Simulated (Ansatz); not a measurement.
**C14H4F6N4S4 (SMILES FC(F)(F)c1cnc(-c2cnc(-c3cnc(-c4cnc(C(F)(F)F)s4)s3)s2)s1): density, localisation and related maps**

Input

```
crystal:
  periodic: [false, false, false]
  atoms:
    - {symbol: F, position_ang: [8.484881, -0.513903, -1.809933]}
    - {symbol: C, position_ang: [8.055564, -0.956590, -0.615709]}
    - {symbol: F, position_ang: [8.458782, -2.227999, -0.478158]}
    - {symbol: F, position_ang: [8.682150, -0.220654, 0.318205]}
    - {symbol: C, position_ang: [6.571539, -0.868911, -0.490188]}
    - {symbol: C, position_ang: [5.682777, -1.898543, -0.272709]}
    - {symbol: N, position_ang: [4.375326, -1.543407, -0.199286]}
    - {symbol: C, position_ang: [4.223583, -0.247357, -0.357176]}
    - {symbol: C, position_ang: [2.954319, 0.429495, -0.330174]}
    - {symbol: C, position_ang: [2.651109, 1.777822, -0.482694]}
    - {symbol: N, position_ang: [1.347211, 2.111086, -0.405700]}
    - {symbol: C, position_ang: [0.595741, 1.045888, -0.195142]}
    - {symbol: C, position_ang: [-0.836769, 1.116921, -0.071978]}
    - {symbol: C, position_ang: [-1.615902, 2.268603, -0.152787]}
    - {symbol: N, position_ang: [-2.945339, 2.098387, -0.008500]}
    - {symbol: C, position_ang: [-3.253878, 0.834477, 0.189853]}
    - {symbol: C, position_ang: [-4.607202, 0.371400, 0.376493]}
    - {symbol: C, position_ang: [-5.753411, 1.158314, 0.380419]}
    - {symbol: N, position_ang: [-6.920006, 0.495286, 0.576335]}
    - {symbol: C, position_ang: [-6.712230, -0.781113, 0.722263]}
    - {symbol: C, position_ang: [-7.799409, -1.797386, 0.958669]}
    - {symbol: F, position_ang: [-8.994346, -1.221828, 0.980725]}
    - {symbol: F, position_ang: [-7.792513, -2.735675, -0.004330]}
    - {symbol: F, position_ang: [-7.609696, -2.436440, 2.126320]}
    - {symbol: S, position_ang: [-5.044082, -1.288715, 0.630956]}
    - {symbol: S, position_ang: [-1.869631, -0.251048, 0.203918]}
    - {symbol: S, position_ang: [1.485284, -0.461698, -0.074056]}
    - {symbol: S, position_ang: [5.726728, 0.634082, -0.611869]}
    - {symbol: H, position_ang: [5.979738, -2.943603, -0.161365]}
    - {symbol: H, position_ang: [3.401710, 2.554871, -0.655552]}
    - {symbol: H, position_ang: [-1.187393, 3.258001, -0.325115]}
    - {symbol: H, position_ang: [-5.734647, 2.240237, 0.238259]}
basis:
  gaussian: {orbitals: def2-TZVP, fitting: {mean_field: def2-universal-jkfit}, initial_orbitals: start.molden}
hamiltonian: {xc: pbe0, dispersion: d4}
scf: {omitted_lower_state_checks: [starts]}
output: {forces: true, orbitals: {seedname: orbitals}}
```

Run with:

```sh
ansatz run in.yaml --threads 2 --pin off --events-out ev --progress --plain --max-ram 32768MiB --backend cuda --devices 0, --max-vram 18GiB
```

Geometry: r2SCAN-D4/def2-SVP; not at a stationary point (largest force 1.0 eV/Å).

The calculation used Ansatz, RKS PBE0-D4/def2-TZVP.

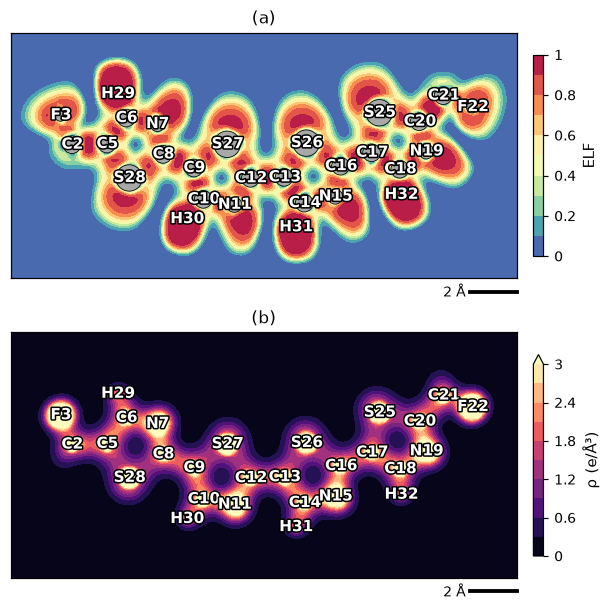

Figure 1. (a) ELF; (b) electron density on the plane of atoms C12, C13 and C14. Grey discs cover the atomic cores in the ELF map.

Q: Read the bonding off the picture.

A: Atoms in the plane: C, F, N, S and H.
C–N (1.30 Å): ρ at the midpoint is about 2.7 e/Å³; the ELF peaks at about 0.90 between the atoms: localised, covalent bonding.
C–F (1.33 Å): the density is about 2.5 e/Å³ at the midpoint; the ELF peaks at about 0.85 between the atoms; a polar covalent bond.
C–C (1.38 Å): ρ is about 2.2 e/Å³ halfway; the ELF peaks at about 0.95 between the atoms, as expected for localised, covalent bonding.
C–S (1.73 Å): ρ at the midpoint is about 1.4 e/Å³; the ELF peaks at about 0.90 between the atoms (a covalent bond).
C–H (1.09 Å): the density is about 2.1 e/Å³ at the midpoint; the ELF climbs to about 1 towards the hydrogen, as it does in any bond to H (a covalent bond by its length).
The ELF also peaks beside N11, N15, S28, N19, S27, S26, F22, F3 and S25, away from the bonds: lone-pair regions.

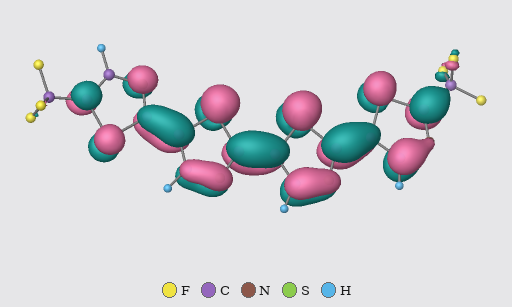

Figure 2. The LUMO at ±0.08 Å⁻³ᐟ² (teal and pink are the two phases), seen at a tilt.

Q: Where does this orbital lie, and at what energy?

A: No atom holds more than about 10 % of it (Hirshfeld); by element the shares are C 60 %, S 25 % and N 15 %. Its energy is −3.25 eV.
